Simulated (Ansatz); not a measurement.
# CH$_{6}$BInO$_{2}$: what the fields show

```tsv
atom	x (Å)	y (Å)	z (Å)
B	-0.2410	2.2957	0.9217
In	0.4605	0.8419	-0.6499
O	0.2054	-1.1484	-0.6002
O	1.4090	1.1852	-2.4002
C	1.9003	2.4065	-2.8712
H	-1.3159	2.8262	0.8214
H	0.4563	2.5547	1.8673
H	0.5858	-1.5580	-1.3912
H	2.9637	2.5673	-2.5948
H	1.8508	2.4312	-3.9774
H	1.3391	3.2958	-2.5107
```

Core potentials replace the inner electrons of In.

Level of theory: Ansatz 0.2.0, RKS B3LYP-D4/def2-SVP.

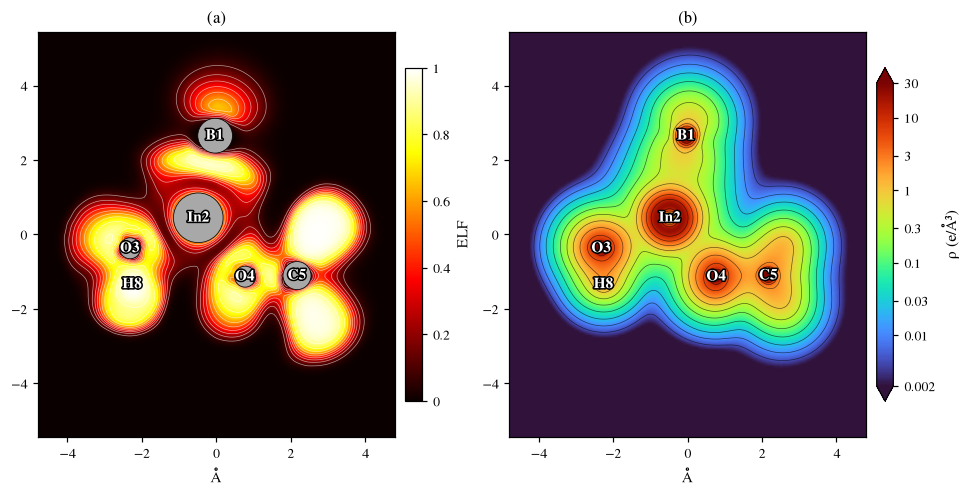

Figure 1. (a) ELF; (b) electron density on the plane of atoms O3, In2 and O4. Grey discs cover the atomic cores in the ELF map.

> What do the fields say about this system?

The section cuts through B, In, O, C and H sites. C–O (1.40 Å): the density is about 2.1 e/Å³ at the midpoint, with its minimum of 1.8 e/Å³ about 0.5 Å from C; the ELF peaks at about 0.90 between the atoms, as expected for a shared but strongly polarised pair. In–O (2.01 Å): the density is about 0.68 e/Å³ at the midpoint; the ELF peaks at about 0.85 in the valence shell of O, 0.6 Å from its nucleus, and drops to about 0.10 between the two atoms. In–B (2.25 Å): ρ is about 0.59 e/Å³ halfway; the ELF peaks at about 0.95 in the valence shell of B, 0.8 Å from its nucleus, and drops to about 0.20 between the two atoms. O–H (0.97 Å): the density is about 3.6 e/Å³ at the midpoint; the ELF climbs to about 1 towards the hydrogen, as it does in any bond to H (a covalent bond by its length). The ELF also peaks beside O4 and O3, away from the bonds: lone-pair regions.

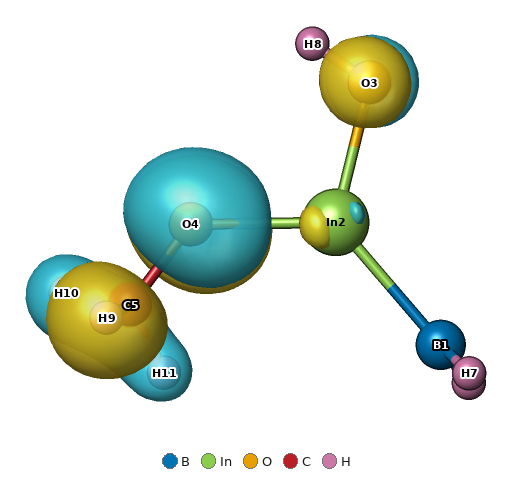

Figure 2. The HOMO at ±0.1 Å⁻³ᐟ² (yellow and cyan are the two phases), seen across its widest extent.

> Where does this orbital lie, and at what energy?

It lies mainly on O4 (about 60 %), C5 (about 10 %), O3 (about 10 %) and H9 (about 10 %). Its energy is −6.77 eV.

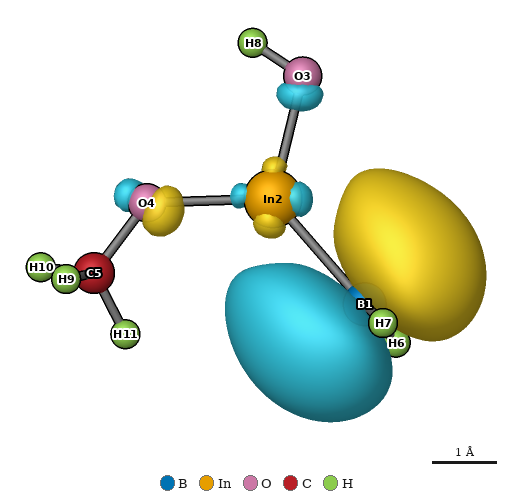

Figure 3. One frontier orbital at ±0.1 Å⁻³ᐟ² (yellow and cyan are the two phases), seen across its widest extent.

> Which orbital is it: HOMO or LUMO?

The LUMO, at −3.13 eV. Its weight (Hirshfeld) is mainly on B1 (about 65 %), In2 (about 15 %), H6 (about 5 %) and H7 (about 5 %).
